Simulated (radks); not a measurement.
**Pd²⁺: atomic calculation**

- system: the palladium ion Pd²⁺ in the configuration [Kr] 4d6.5 5s1.5 (open shells shared over both j by 2j + 1).
- method: Dirac Kohn-Sham, LDA (Slater exchange, Perdew-Wang correlation), spin-unpolarised, spherical densities, finite nucleus (the in-house radial solver radks)

### The input
```
Z 46
configuration [Kr] 4d6.5 5s1.5
relativity Dirac
functional lda,pw
spin unpolarised
j_filling average
nucleus finite rms 4.5318 fm
c 137.035999084
```

Energies in input and log are in hartree, lengths in bohr (the nuclear radius in fm).

Hardware: 1 CPU thread, shared host.

### Output
```
1s1/2   1   2.0000        -887.65719701
2s1/2   1   2.0000        -130.67398456
2p1/2   1   2.0000        -121.37568579
2p3/2   1   4.0000        -115.52749188
3s1/2   1   2.0000         -24.55580576
3p1/2   1   2.0000         -20.88207661
3p3/2   1   4.0000         -19.86197511
3d3/2   1   4.0000         -13.33212127
3d5/2   1   6.0000         -13.12841019
4s1/2   1   2.0000          -4.32799824
4p1/2   1   2.0000          -3.17419296
4p3/2   1   4.0000          -3.00193312
4d3/2   1   2.6000          -1.23903030
4d5/2   1   3.9000          -1.21754285
5s1/2   1   1.5000          -0.85183299
Etot -5040.4933119815505
Ekin 5263.436552774068
Encl -12171.10199593627
Eh 2005.3193946697215
Exc -138.14726348907067
err 2.5601599718602387e-09
it 14
```

### Orbitals

```
orbital  occupation  energy (eV)  ⟨r⟩ (bohr)  outer maximum (bohr)
     1s           2     −24154.4     0.03188                0.0207
     2s           2      −3555.8      0.1381                 0.117
  2p1/2           2      −3302.8      0.1172                0.0905
  2p3/2           4      −3143.7      0.1222                0.0947
     3s           2     −668.198      0.3797                 0.342
  3p1/2           2     −568.230      0.3716                 0.329
  3p3/2           4     −540.472      0.3825                 0.338
  3d3/2           4     −362.786      0.3557                 0.280
  3d5/2           6     −357.242      0.3592                 0.283
     4s           2     −117.771      0.9355                 0.847
  4p1/2           2      −86.374       1.001                 0.886
  4p3/2           4      −81.687       1.030                 0.911
  4d3/2         2.6      −33.716       1.302                  1.05
  4d5/2         3.9      −33.131       1.316                  1.06
     5s         1.5      −23.180       2.464                  2.19
```

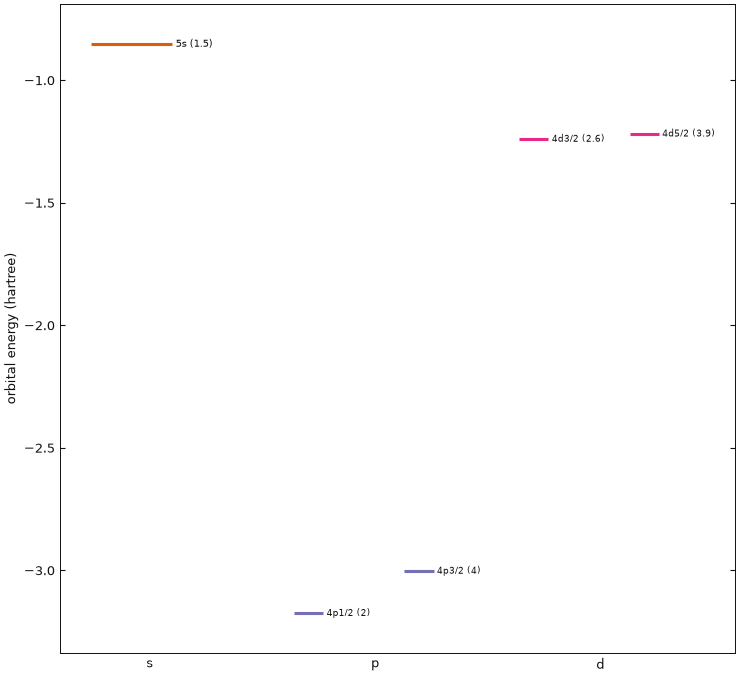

**Figure 1.** The outer levels are drawn (occupations in brackets, the lower j at the left of each column). The highest occupied level is 5s at −0.852 hartree. The highest 3 occupied levels, from the top down, are 5s (−0.852 hartree), 4d5/2 (−1.22 hartree), 4d3/2 (−1.24 hartree). Spin-orbit splittings: 4d 0.0215 hartree, 4p 0.172 hartree.

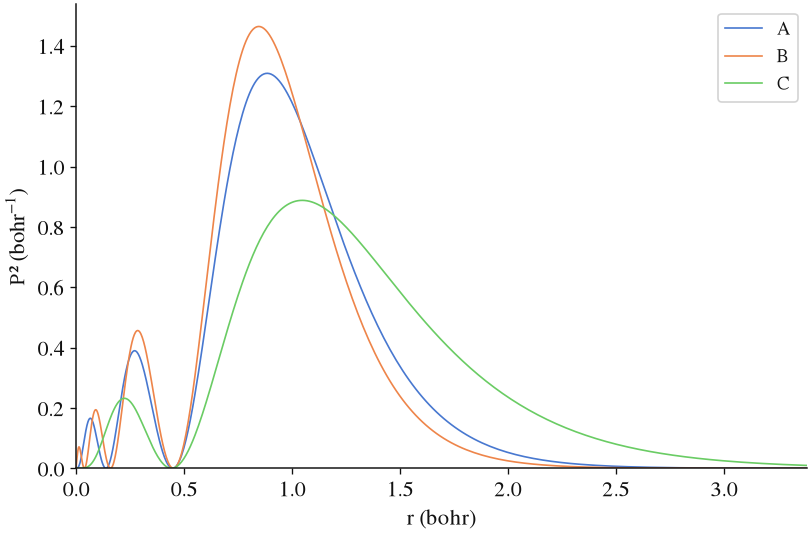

**Figure 2.** The radial probability densities P² (large components) of 4s, 4d3/2 and 4p1/2. A is 4p1/2; B is 4s; C is 4d3/2. 4s: outer maximum at 0.847 bohr, ⟨r⟩ = 0.935 bohr, 3 nodes, eigenvalue −117.8 eV; 4p1/2: outer maximum at 0.886 bohr, ⟨r⟩ = 1.00 bohr, 2 nodes, eigenvalue −86.4 eV; 4d3/2: outer maximum at 1.05 bohr, ⟨r⟩ = 1.30 bohr, 1 node, eigenvalue −33.7 eV.

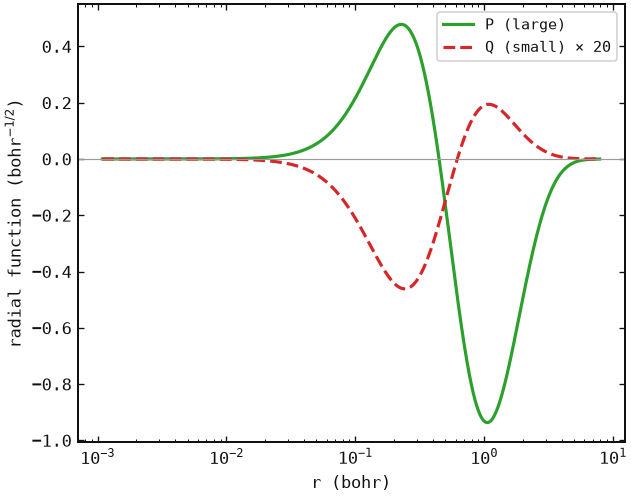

**Figure 3.** The large and small radial components of one occupied spinor. It is 4d5/2. The spinor has κ = −3: the large component has l = 2 and 1 radial node (r = 0.447 bohr), the small one has l = 3. The small component carries 0.022 % of the norm; ⟨r⟩ = 1.32 bohr and the eigenvalue is −33.1 eV. The nodes of P give n − l − 1 and its extent picks the shell; Q has as many nodes as P for κ < 0 and one more for κ > 0.

### Key numbers

- outcome: converged
- total energy: −5040.4933 hartree
- kinetic energy: 5263.4366 hartree
- electron–nucleus energy: −12171.1020 hartree
- Hartree energy: 2005.3194 hartree
- exchange–correlation energy: −138.147263 hartree
- radius at density 0.001 e/bohr³: 3.83 bohr
- SCF iterations: 14
